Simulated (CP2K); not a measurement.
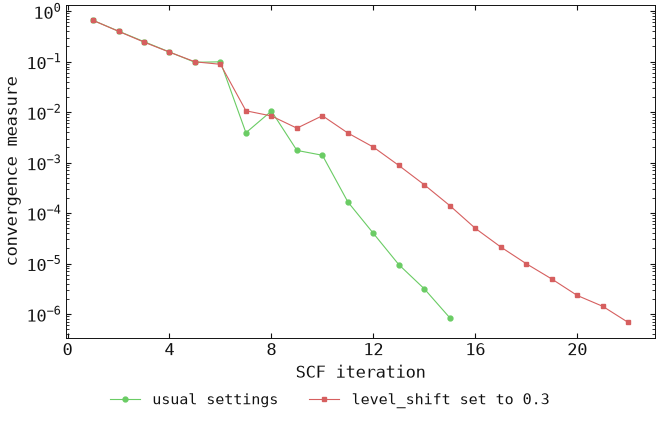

Two SCF runs that differ in one setting.
CH$_{4}$AlBO$_{2}$ (SMILES BO[C](=O)[AlH2]); CP2K 2026.2, RHF PM6.

How did each SCF end?

“usual settings” converged in 15 iterations. “level_shift set to 0.3” converged in 22 iterations. A level shift pushes the empty orbitals up, which shortens each step: safer, but slower. Both end at the same energy within 1 meV.
